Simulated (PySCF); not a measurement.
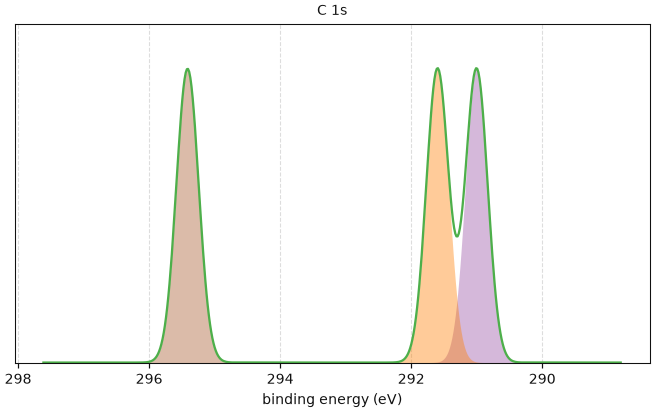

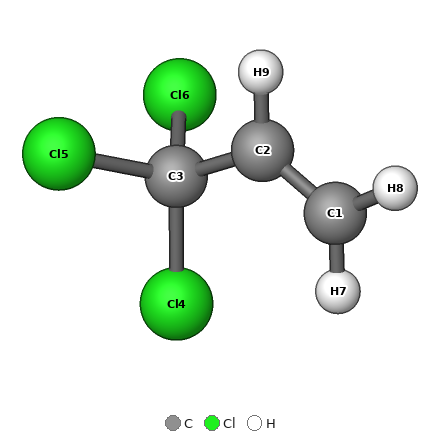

Simulated XPS of C₃H₃Cl₃, SMILES C=CC(Cl)(Cl)Cl. Vertical core-electron binding energies by ΔSCF (SCAN, pcX-2 on the ionised atom, pcseg-1 elsewhere, spin-free X2C; PySCF, at a GFN2-xTB geometry (no frequency check)), gas phase, against the vacuum level. One atom of each kind was ionised; within a panel, areas follow the number of like atoms, Gaussians of 0.4 eV full width. Only the regions named are shown.

Assign the components.

Answer.
| level | atoms | binding energy (eV) |
| --- | --- | --- |
| C 1s | C3 | 295.4 |
| C 1s | C2 | 291.6 |
| C 1s | C1 | 291.0 |

How large is the chemical shift across the C 1s region?

Answer. 4.4 eV, from C1 at 291.0 eV to C3 at 295.4 eV.

Note: the tight-binding geometry is rougher than a DFT one and adds to the error.
